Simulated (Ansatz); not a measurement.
```xyz
7

Ta   -0.0359   -0.0557   -0.0147
O     1.8512   -0.1594    0.0012
H     2.3871   -0.2087    0.8078
F     0.0402   -0.0939    1.8864
F     0.0386   -0.0221   -1.9017
Cl   -1.0821    2.0073    0.0419
Cl   -1.2920   -1.9982   -0.0306
```

Core potentials replace the inner electrons of Ta.

All numbers below come from Ansatz, RKS B3LYP/def2-SVP.

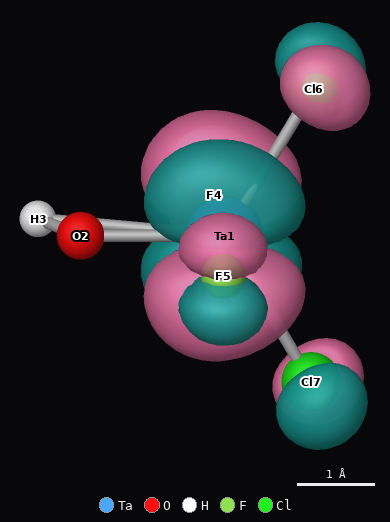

Cl2F2HOTa. The LUMO at ±0.1 Å⁻³ᐟ² (teal and pink are the two phases), seen at a tilt.

### What is the character of this orbital?

It lies mainly on Ta1 (about 70 %), F5 (about 10 %), F4 (about 10 %), Cl6 (about 5 %) and Cl7 (about 5 %). Its energy is −2.96 eV.
